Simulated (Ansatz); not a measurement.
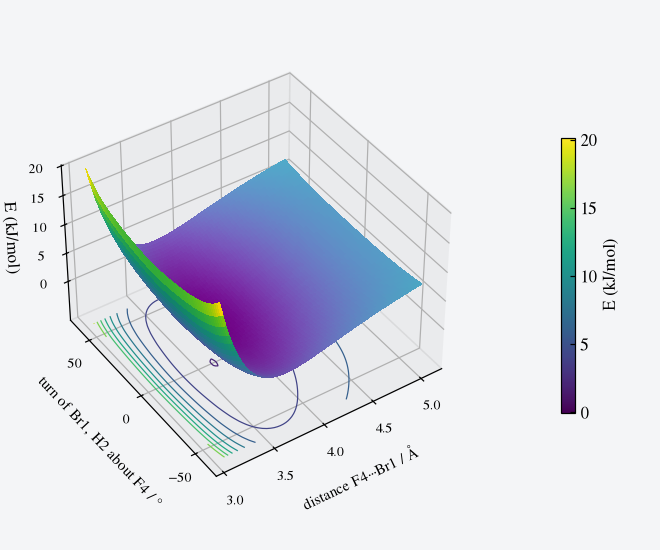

Energy landscape of the pair BrH···FH₃Si. 
- The turn is about an axis along (−0.45, −0.89, 0.11) in the frame of the relaxed pair, normal to the line between the partners.
- First axis: distance F4···Br1. Second axis: turn of Br1, H2 about F4.
- The scan uses a 15 × 15 grid.
- Points are written as (first, second).
- Energies: kJ/mol, counted from the lowest grid point.
- Level of theory: RHF/def2-SVPD (Ansatz).

The picture shows a relief with its contours projected below, any walls above the top of the colour scale cut off. Between grid points the surface is interpolated. 

### What does the map say about the system?

The lowest grid point is at (3.682 Å, 0.0°). It is the only kind of minimum in the scanned range. The highest grid point, (3.072 Å, 60.0°), lies 20.2 kJ/mol above the lowest. Round the minimum the two coordinates are nearly uncoupled.

The values on the grid:

| turn of Br1, H2 about F4 ↓, distance F4···Br1 → | 3.072 | 3.121 | 3.203 | 3.303 | 3.418 | 3.545 | 3.682 | 3.830 | 3.985 | 4.149 | 4.320 | 4.499 | 4.683 | 4.875 | 5.072 |
| --- | --- | --- | --- | --- | --- | --- | --- | --- | --- | --- | --- | --- | --- | --- | --- |
| 60.0 | 20.2 | 16.4 | 11.5 | 7.6 | 4.9 | 3.4 | 2.9 | 3.0 | 3.5 | 4.2 | 4.9 | 5.7 | 6.4 | 7.0 | 7.5 |
| 51.4 | 18.1 | 14.5 | 9.8 | 6.1 | 3.6 | 2.3 | 1.9 | 2.2 | 2.8 | 3.6 | 4.4 | 5.2 | 5.9 | 6.6 | 7.2 |
| 42.9 | 17.0 | 13.3 | 8.8 | 5.2 | 2.8 | 1.6 | 1.3 | 1.6 | 2.3 | 3.1 | 3.9 | 4.8 | 5.6 | 6.3 | 6.9 |
| 34.3 | 16.3 | 12.7 | 8.1 | 4.6 | 2.2 | 1.1 | 0.9 | 1.2 | 1.9 | 2.7 | 3.6 | 4.5 | 5.3 | 6.1 | 6.7 |
| 25.7 | 15.8 | 12.2 | 7.7 | 4.1 | 1.9 | 0.7 | 0.5 | 0.9 | 1.5 | 2.4 | 3.3 | 4.2 | 5.1 | 5.9 | 6.6 |
| 17.1 | 15.4 | 11.8 | 7.3 | 3.8 | 1.6 | 0.5 | 0.2 | 0.6 | 1.3 | 2.1 | 3.1 | 4.1 | 5.0 | 5.8 | 6.5 |
| 8.6 | 15.2 | 11.6 | 7.1 | 3.6 | 1.4 | 0.3 | 0.1 | 0.4 | 1.1 | 2.0 | 3.0 | 4.0 | 4.9 | 5.8 | 6.5 |
| 0.0 | 15.1 | 11.5 | 7.0 | 3.5 | 1.3 | 0.2 | 0.0 | 0.4 | 1.0 | 1.9 | 2.9 | 3.9 | 4.9 | 5.8 | 6.5 |
| −8.6 | 15.2 | 11.6 | 7.1 | 3.6 | 1.4 | 0.3 | 0.1 | 0.4 | 1.1 | 2.0 | 3.0 | 4.0 | 4.9 | 5.8 | 6.5 |
| −17.1 | 15.4 | 11.8 | 7.3 | 3.8 | 1.5 | 0.5 | 0.2 | 0.6 | 1.3 | 2.1 | 3.1 | 4.1 | 5.0 | 5.8 | 6.5 |
| −25.7 | 15.8 | 12.2 | 7.6 | 4.1 | 1.8 | 0.7 | 0.5 | 0.8 | 1.5 | 2.4 | 3.3 | 4.2 | 5.1 | 5.9 | 6.6 |
| −34.3 | 16.2 | 12.6 | 8.1 | 4.5 | 2.2 | 1.1 | 0.8 | 1.2 | 1.9 | 2.7 | 3.6 | 4.4 | 5.3 | 6.1 | 6.7 |
| −42.9 | 16.9 | 13.3 | 8.8 | 5.1 | 2.8 | 1.6 | 1.3 | 1.6 | 2.3 | 3.1 | 3.9 | 4.8 | 5.6 | 6.3 | 6.9 |
| −51.4 | 18.1 | 14.4 | 9.8 | 6.0 | 3.6 | 2.3 | 1.9 | 2.2 | 2.8 | 3.6 | 4.4 | 5.2 | 5.9 | 6.6 | 7.2 |
| −60.0 | 19.9 | 16.2 | 11.4 | 7.5 | 4.8 | 3.4 | 2.9 | 3.0 | 3.5 | 4.2 | 5.0 | 5.7 | 6.4 | 7.0 | 7.5 |

The input of one point:

```yaml
crystal:
  periodic: [false, false, false]
  atoms:
    - { symbol: Br, position_ang: [-0.166193, -0.39031, -3.935628] }
    - { symbol: H, position_ang: [-0.108134, -0.250939, -2.532121] }
    - { symbol: Si, position_ang: [0.057172, 0.133371, 1.345564] }
    - { symbol: F, position_ang: [-0.013463, -0.026973, -0.274783] }
    - { symbol: H, position_ang: [-1.279554, -0.184571, 1.877109] }
    - { symbol: H, position_ang: [0.435034, 1.528051, 1.632879] }
    - { symbol: H, position_ang: [1.073145, -0.813712, 1.836785] }
basis:
  gaussian: { orbitals: def2-SVPD }
hamiltonian:
  xc: hf
output:
  forces: true
```

Each point was launched as `ansatz run input.yaml --threads 1 --pin off --max-ram 2560MiB --backend cpu --events-out ev --progress --plain --runs-dir out`. The whole map (225 points run) took 20 min on 1 thread of Arm Neoverse N1 (shared host).
